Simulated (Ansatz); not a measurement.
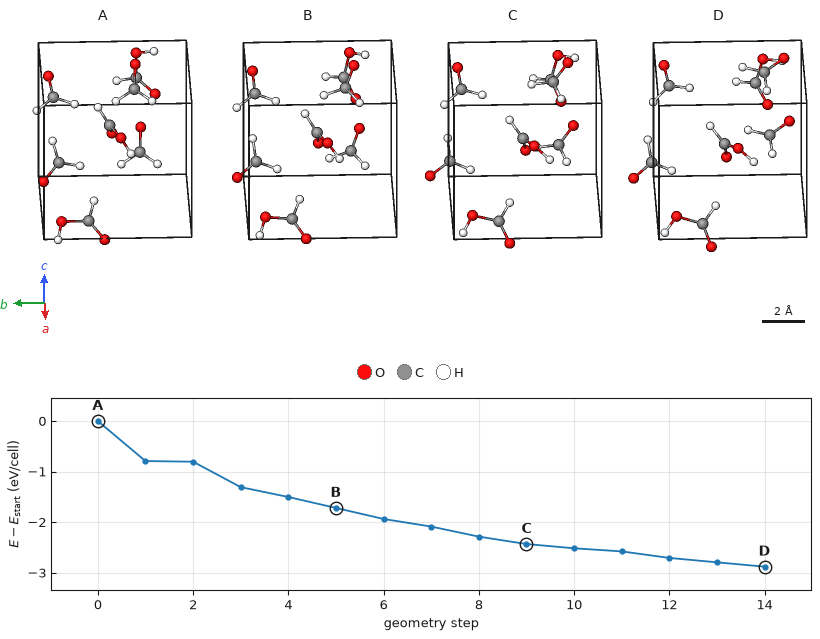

Frames of a relaxation of an amorphous cell of composition H4C2O3, marked on the history of the run. The picture is a ball-and-stick view of the cell of the calculation, seen from a free direction.

The cell holds 3 H2CO + 3 HCOOH. The run prepares the start of a later molecular dynamics calculation, from a guessed geometry.

Level of theory: Ansatz, DFT LDA, scalar-relativistic, plane waves, PAW. (plane-wave cutoff 420 eV; k-point mesh 1 × 1 × 1; occupations fermi dirac; smearing width 0.02 eV; no spin polarisation; atoms relaxed in a fixed cell; force threshold 0.3 eV/Å; at most 15 steps)

Q: What happens along the run?

A: The relaxation stopped without meeting its thresholds, so the last structure isn't shown to be converged. It used up its limit of 15 steps. An H atom moves most: 1.77 Å along [−2 −1 3]. By element the largest moves are H 1.77 Å, O 1.67 Å, C 1.16 Å. The cell stays as it was. Some distances before and after: H–O 0.980 → 1.037 Å, C–O 1.350 → 1.301 Å, C–H 1.104 → 1.132 Å, H–O 0.980 → 1.006 Å. Bond angles that change, for instance: C–O–H 106.0° → 110.5°, H–C–H 115.7° → 119.9°, C–O–H 106.0° → 108.7°. Over 14 geometry steps the energy falls by 2.879 eV per cell of the calculation. Largest force component: 2.2 eV/Å at the start, 0.51 eV/Å at the end. From step 0 to 5: an O atom moves most (0.70 Å), energy −1.718 eV per cell of the calculation. From step 5 to 9: an O atom moves most (0.60 Å), energy −0.713 eV per cell of the calculation. From step 9 to 14: an H atom moves most (0.94 Å), energy −0.448 eV per cell of the calculation.

| step | E − E(0), meV/atom | largest force component, eV/Å |
| --- | --- | --- |
| 0 | 0.00 | 2.2211 |
| 1 | -29.29 | 1.2782 |
| 2 | -29.77 | 2.2971 |
| 3 | -48.39 | 2.0027 |
| 4 | -55.62 | 1.7967 |
| 5 | -63.63 | 1.2253 |
| 6 | -71.71 | 1.1915 |
| 7 | -77.26 | 1.8432 |
| 8 | -84.64 | 1.1813 |
| 9 | -90.05 | 0.6067 |
| 10 | -93.17 | 1.0180 |
| 11 | -95.45 | 1.5239 |
| 12 | -100.23 | 1.2987 |
| 13 | -103.45 | 0.9053 |
| 14 | -106.63 | 0.5080 |

Limits of the set-up: the program's low-accuracy preset was used; the periodic images lie only 7.2 Å apart, so the values are limited by the cell's size.
